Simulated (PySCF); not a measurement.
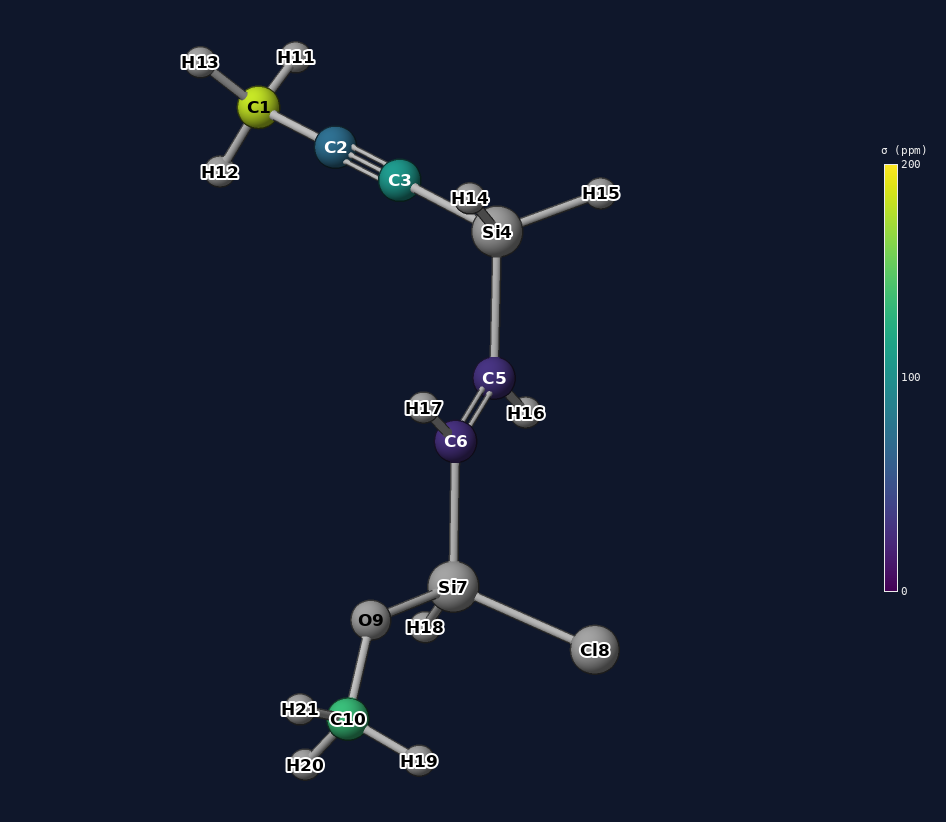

Atoms are coloured by their isotropic NMR shieldings (C only, the others grey). The computed structure is the end point of a GFN2-xTB optimisation. No frequency run is at hand to confirm it as a minimum. Properties computed with GIAO PBE0/pcSseg-1 NMR shielding, non-relativistic, gas phase (PySCF 2.14.0).

List the isotropic NMR shieldings of the C atoms.

| atom | σ (ppm) |
| --- | --- |
| C1 | 180.7 |
| C2 | 71.5 |
| C3 | 106.2 |
| C5 | 29.2 |
| C6 | 27.5 |
| C10 | 134.6 |

The geometry is semi-empirical. Around Si such bond lengths and angles can be off by a tenth of an ångström or more and by several degrees, and values that hang on the shape move with them.
